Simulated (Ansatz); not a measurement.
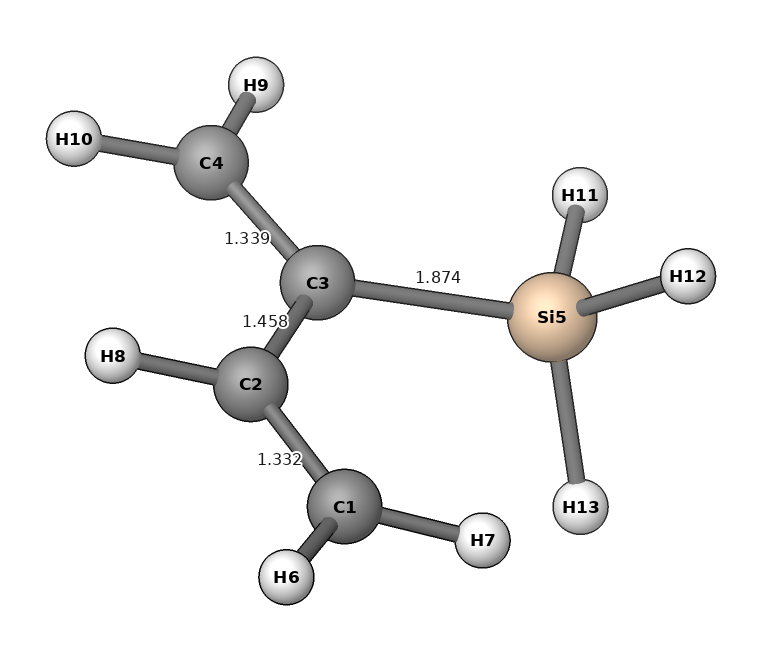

The numbers beside the sticks are distances in Å. Sticks don't show bond order. Computed geometry: PBE0-D4/def2-TZVP optimisation.

Question: Which of the marked bonds are single, double, triple or aromatic?

Answer: C1–C2 double; C2–C3 single; C3–C4 double; C3–Si5 single.

Question: Write the SMILES.

Answer: C=CC(=C)[SiH3]
